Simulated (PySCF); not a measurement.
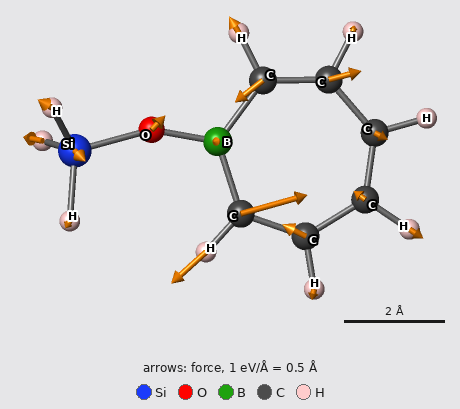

Starting geometry of C$_{6}$H$_{9}$BOSi with the computed forces as orange arrows. The picture is a ball-and-stick view, seen face on.

The start comes from GFN2-xTB. Its atoms were then displaced at random by about 0.01 Å.

The calculation used PBE0-D3(BJ)/def2-SVP geometry optimisation, gas phase (PySCF 2.14.0, density-fitted response routines). 

**What follows when this structure is relaxed?**

It isn't relaxed: the largest force vector, on a C atom, is 2.85 eV/Å. The final displacements have little in common with the starting forces (cosine between the two patterns 0.16). The energy falls by 5.80 kcal/mol in 8 geometry steps. The largest moves after the best rigid fit, 0.27 Å, are those of H atoms. Largest moves by element: H 0.27 Å, O 0.19 Å, B 0.10 Å, C 0.09 Å, Si 0.08 Å. Some distances before and after: H–Si 1.439 → 1.491 Å, C–H 1.049 → 1.098 Å, O–Si 1.623 → 1.658 Å, C–C 1.336 → 1.366 Å. Among the angles between lasting bonds that change: Si–O–B 154.7° → 141.7°, H–Si–H 115.1° → 109.5°, O–Si–H 104.4° → 108.5°.
